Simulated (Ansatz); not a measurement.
HfN (rock salt)

```yaml
crystal:
  lattice:
    - [0.00000, 2.27394, 2.27394]
    - [2.27394, 0.00000, 2.27394]
    - [2.27394, 2.27394, 0.00000]
  atoms:
    - { symbol: N, position: [0.00000, 0.00000, 0.00000] }
    - { symbol: Hf, position: [0.50000, 0.50000, 0.50000] }
```

In this cell atom 1 (N, nearest neighbour Hf at 2.274 Å; its periodic images, 3.2 Å or more away, move with it) is moved by u·(1.000, 0.000, 0.000) + v·(0.000, 0.000, 1.000); the rest is frozen.

Computed with PBE (plane waves to 420 eV, PAW, scalar-relativistic; Ansatz, a quantum-chemistry and plane-wave program). k mesh 14×14×14 (Γ-centred), Fermi-Dirac smearing 0.05 eV. Energies are smeared free energies. With partly filled bands, energies and forces of such displacements shift with the k mesh and the smearing. HfN is run without spin polarisation. HfN was relaxed with its symmetry unable to fall. Spin-orbit coupling is left out, though Hf is heavy. ΔE is measured from the undisplaced structure. Axes are in Å.

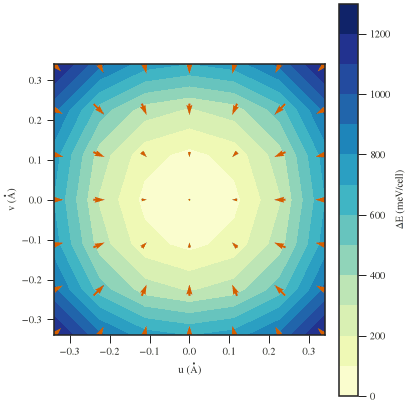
Figure. ΔE (meV/cell) over the plane, with arrows for the in-plane force on the moved atom.

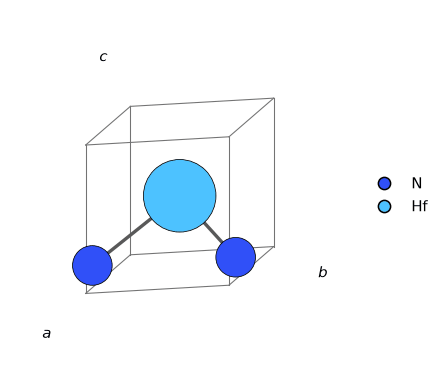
Figure. The cell of the calculation at u = 0.340 Å, v = -0.340 Å.

Highest place on the grid, met at several equal points: u = -0.340 Å, v = -0.340 Å; u = 0.340 Å, v = -0.340 Å; u = -0.340 Å, v = 0.340 Å; u = 0.340 Å, v = 0.340 Å (1234 meV/cell). Lowest place on the grid: u = 0.000 Å, v = 0.000 Å (0 meV/cell). Centre of the map: a minimum. Principal force constants in the plane (five-point differences of the forces): 10.8 eV/Å², isotropic.

(For displaced atoms, the force is minus the slope of the energy, and its curvature is a force constant, which sets phonon frequencies.)
